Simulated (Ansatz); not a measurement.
# GeH₄O₂···H₂O: what the fields show

Input

```
crystal:
  periodic: [false, false, false]
  atoms:
    - {symbol: Ge, position_ang: [-1.063519, -0.481427, -0.688295]}
    - {symbol: O, position_ang: [2.122862, -0.953502, 0.473827]}
    - {symbol: H, position_ang: [-0.126857, -0.174681, -1.858153]}
    - {symbol: H, position_ang: [-1.078104, -1.954128, -0.274418]}
    - {symbol: H, position_ang: [-2.470740, 0.089653, -0.919674]}
    - {symbol: H, position_ang: [1.414563, -0.396380, 0.825615]}
    - {symbol: O, position_ang: [-0.407245, 0.343188, 0.800364]}
    - {symbol: O, position_ang: [-0.287713, 1.729984, 0.439891]}
    - {symbol: H, position_ang: [2.759901, -0.340189, 0.102454]}
    - {symbol: H, position_ang: [-0.863351, 2.137685, 1.098590]}
basis:
  gaussian: {orbitals: def2-TZVPP}
hamiltonian: {xc: pbe0, dispersion: d4}
output: {orbitals: {seedname: orbitals}}
```

Run with:

```sh
ansatz run in.yaml --threads 4 --pin off --events-out ev --progress --plain --max-ram 9574MiB
```

The product side of a reaction path; geometry: PBE0-D4/def2-TZVP.

Computed with RKS PBE0-D4/def2-TZVPP (Ansatz).

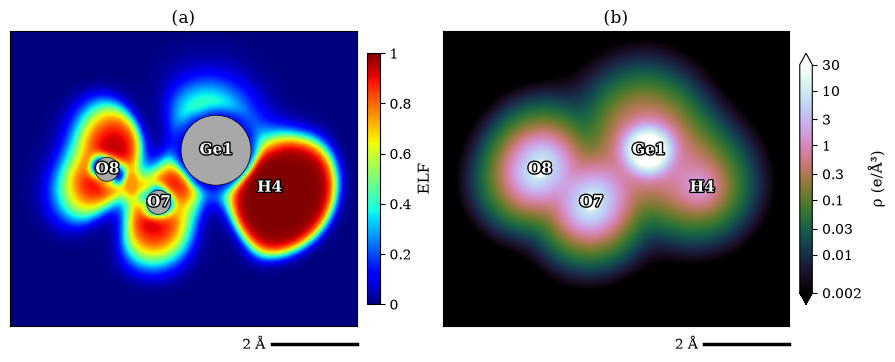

Figure 1. (a) ELF; (b) electron density on the plane of atoms Ge1, O7 and O8. Grey discs cover the atomic cores in the ELF map.

Q: Interpret the plot.

A: The section cuts through Ge, H and O sites. O–O (1.44 Å): ρ is about 2 e/Å³ halfway; the ELF peaks at about 0.75 between the atoms. Ge–O (1.82 Å): ρ at the midpoint is about 0.93 e/Å³; the ELF peaks at about 0.85 in the valence shell of O, 0.6 Å from its nucleus, and is about 0.40 at the midpoint. Ge–H (1.53 Å): the density is about 1.1 e/Å³ at the midpoint; the ELF climbs to about 1 towards the hydrogen. The ELF also peaks beside O7 and O8, away from the bonds: lone-pair regions.

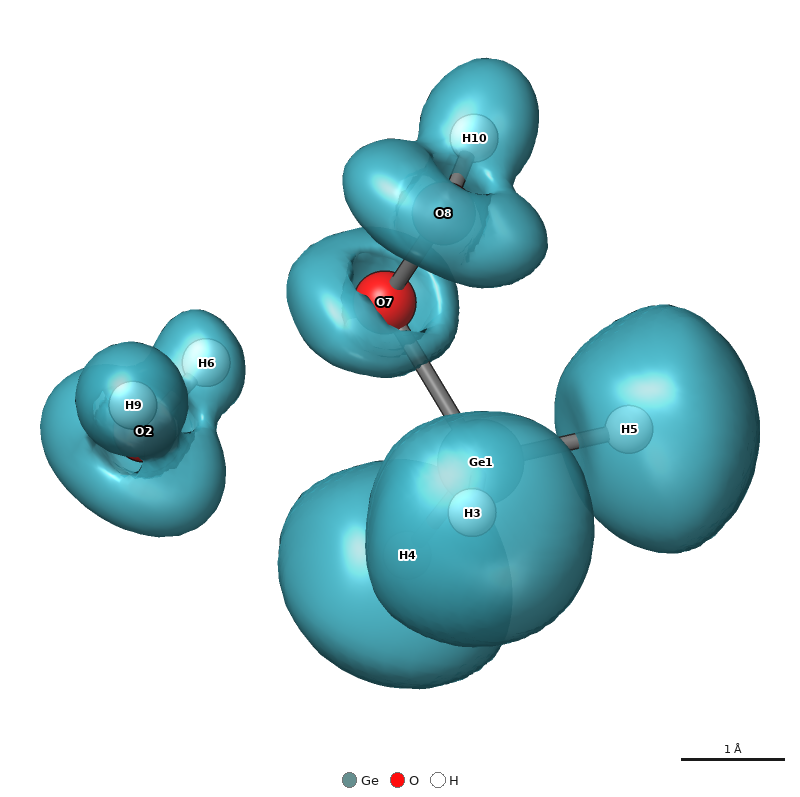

Figure 2. Isosurface of the ELF at 0.8 (cyan), seen at a tilt. Core shells and regions of very low density are left out.

Q: What do the ELF domains correspond to?

A: At this value the surface marks out three regions around hydrogen nuclei, one region wrapped around O (its valence shell) and two joined regions spread over several atoms (H, O), in which their bonds and any lone pairs are merged.


O7···H6 (1.97 Å): the ELF dips to about 0.10 between them (by its geometry a hydrogen bond between the two molecules, with no shared pair).

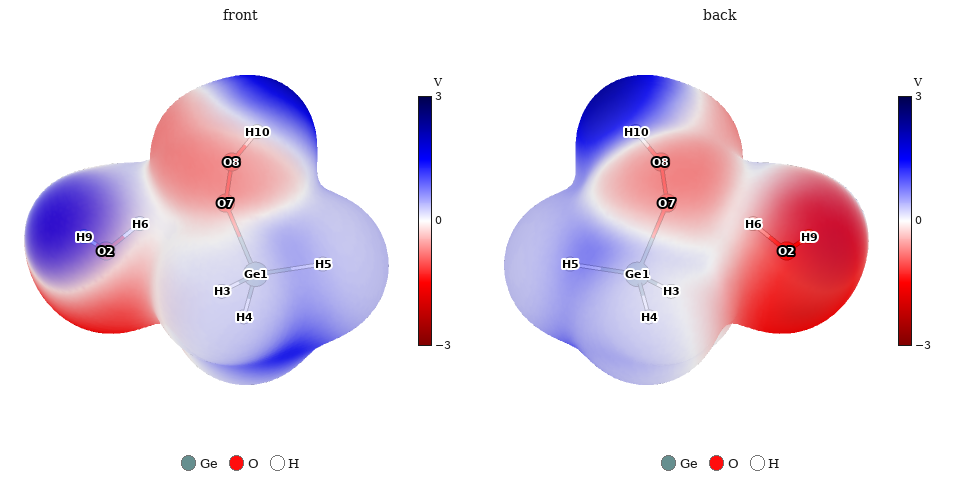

Figure 3. The electrostatic potential painted on the density surface at 0.001 e/bohr³, seen from the front and from behind; red is negative and blue positive.

Q: Where is the surface potential most negative and most positive?

A: The most negative region (about −1.8 V) lies over O2, the most positive (about +2.2 V) over H10. O2 is the likeliest acceptor of a hydrogen bond.
